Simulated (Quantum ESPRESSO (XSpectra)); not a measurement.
**The core hole at the O K edge of Mg2P2O7 (C2/m)**

```
CELL_PARAMETERS angstrom
      3.22015    -4.13844     0.00000
      3.22015     4.13844     0.00000
     -1.05229     0.00000     4.37320
ATOMIC_POSITIONS crystal
  Mg 0.68793 0.31207 0.50000
  Mg 0.31207 0.68793 0.50000
  P  0.78009 0.78009 0.09325
  P  0.21991 0.21991 0.90675
  O  0.92560 0.62126 0.27967
  O  0.07440 0.37874 0.72033
  O  0.37874 0.07440 0.72033
  O  0.62126 0.92560 0.27967
  O  0.00000 0.00000 0.00000
  O  0.61907 0.61907 0.78722
  O  0.38093 0.38093 0.21278
```

Geometry: Materials Project entry mp-5427 (a computed structure). The cell is the entry's, not relaxed again.

Absorber: atom 5, O on Wyckoff site j (site symmetry 1), with 1 P at 1.52 Å.

Method: LDA, no, half or full core hole, dipole K-edge X-ray absorption, plane waves, Troullier-Martins potentials made with ld1.x, scalar-relativistic, no spin, constant broadening (Quantum ESPRESSO (XSpectra)).

Full-hole run: 44-atom cell (absorber images 7.4 Å apart), 70 Ry, k meshes 2×2×2 (SCF) and 3×3×3 (spectrum), Lorentzian half width 0.5 eV. The ground-state test found a gap, so occupations are fixed and the excited electron is left out (charged cell on a uniform background); energies count from the highest occupied level. Field directions run: x; y; z, weighted by the site's symmetry in the crystal. Intensities are scaled to a mean of 1 over 0–35 eV.

The half-hole run shares these settings; the run without a hole takes the primitive cell with a 4×4×5 mesh.

| core hole | mean 0–10 eV | mean 10–20 eV | mean 20–30 eV | highest value below 30 eV |
|---|---|---|---|---|
| none (primitive cell) | 0.53 | 1.60 | 0.92 | 2.6 |
| half | 0.89 | 1.30 | 0.88 | 3.2 |
| full | 1.20 | 1.02 | 0.87 | 3.7 |

From no hole to a full hole the mean over the first 10 eV goes from 0.53 through 0.89 to 1.20: the hole pulls absorption towards the edge. The cell size was not varied. Each run counts from its own energy zero.

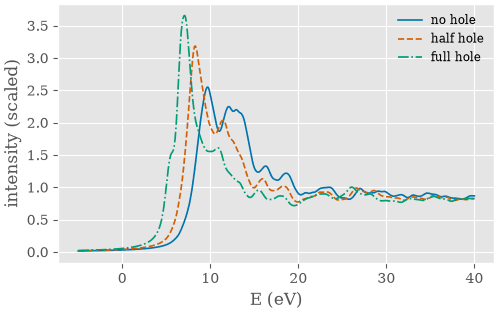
The three spectra
